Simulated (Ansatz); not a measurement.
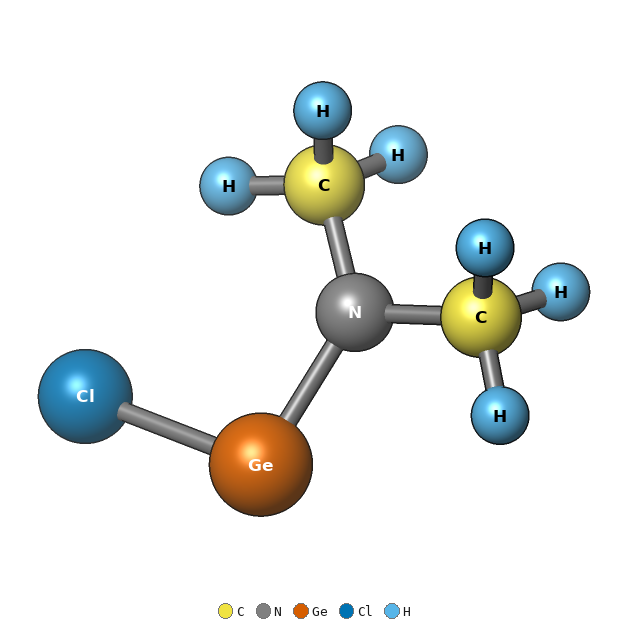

A ball-and-stick model of a molecule.

Count the atoms of each element.

C₂H₆ClGeN, 11 atoms: 2 carbon, 6 hydrogen, 1 chlorine, 1 germanium and 1 nitrogen.

How many atoms are distinct by symmetry?

9: 1 C, 1 N, 1 C, 1 Ge, 1 Cl, 1 H, 2 H, 2 H, 1 H.

How many bonds of each kind are drawn?

6 C–H, 2 C–N, 1 Ge–N, 1 Cl–Ge.

The parts below concern this one geometry. Atoms keep their numbers from picture to picture. The computed structure is the end point of a PBE0-D4/def2-TZVP optimisation.

Electronic properties

Properties computed with RKS HSE06 (plane-wave form)-D4/def2-TZVPP (Ansatz 0.2.0).

Predict the main results.

- HOMO energy (Kohn–Sham orbital): −6.70 eV
- LUMO energy (Kohn–Sham orbital): −2.10 eV
- HOMO–LUMO gap: 4.60 eV
- dispersion correction: −21.8 kJ/mol

Thermal motion

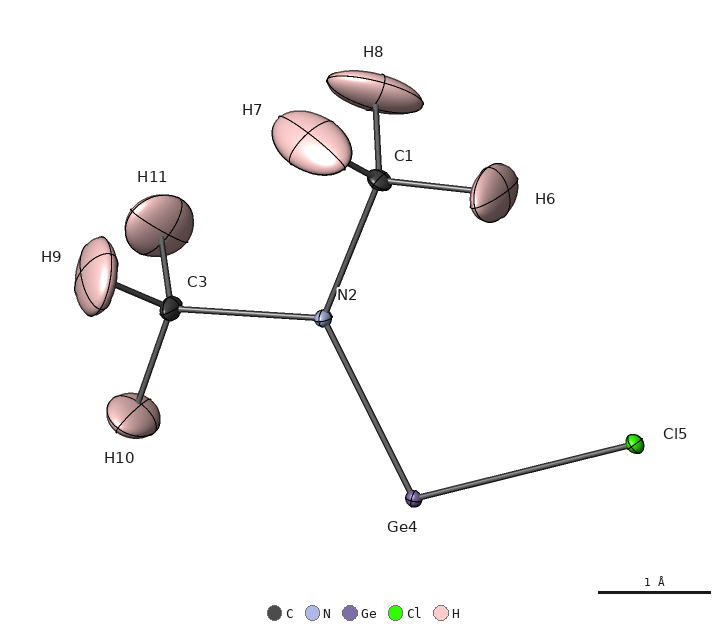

Displacement ellipsoids at the 50 % level, from the internal vibrations of the free molecule (harmonic, no overall translation or rotation; no half-axis is drawn under 0.075 Å). Vibrations computed with RKS PBE0-D4/def2-TZVP (Ansatz 0.2.0). Temperature: 298 K.

Give the displacement parameters, one line for each set of equivalent atoms.

| atom | U_eq (Å²) | rms amplitudes (Å) |
| --- | --- | --- |
| C1 | 0.0062 | 0.044, 0.077, 0.104 |
| N2 | 0.0033 | 0.038, 0.048, 0.078 |
| C3 | 0.0086 | 0.052, 0.066, 0.137 |
| Ge4 | 0.00095 | 0.019, 0.030, 0.040 |
| Cl5 | 0.0032 | 0.035, 0.061, 0.068 |
| H6 | 0.0497 | 0.090, 0.153, 0.343 |
| H7, H8 | 0.0422 | 0.098, 0.178, 0.292 |
| H9, H11 | 0.0398 | 0.100, 0.199, 0.264 |
| H10 | 0.0368 | 0.088, 0.156, 0.280 |

Charges

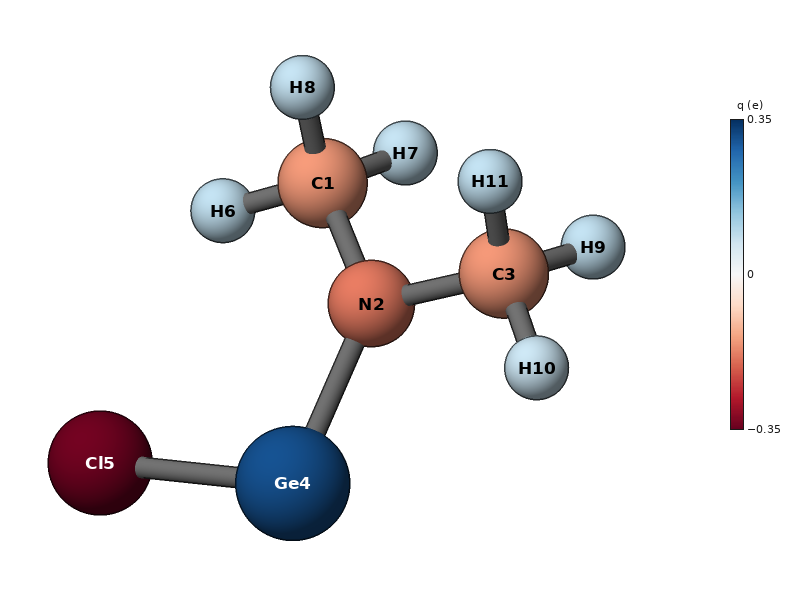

Atoms are coloured by their Mulliken charges. Properties computed with RKS PBE-D4/def2-TZVPP (Ansatz 0.2.0).

Give the Mulliken charges atom by atom.

```tsv
atom	value (e)
C1	−0.15
N2	−0.19
C3	−0.16
Ge4	0.31
Cl5	−0.34
H6	0.09
H7	0.09
H8	0.09
H9	0.09
H10	0.08
H11	0.09
```

Mulliken values depend strongly on the basis set and can even reverse the polarity of a bond.
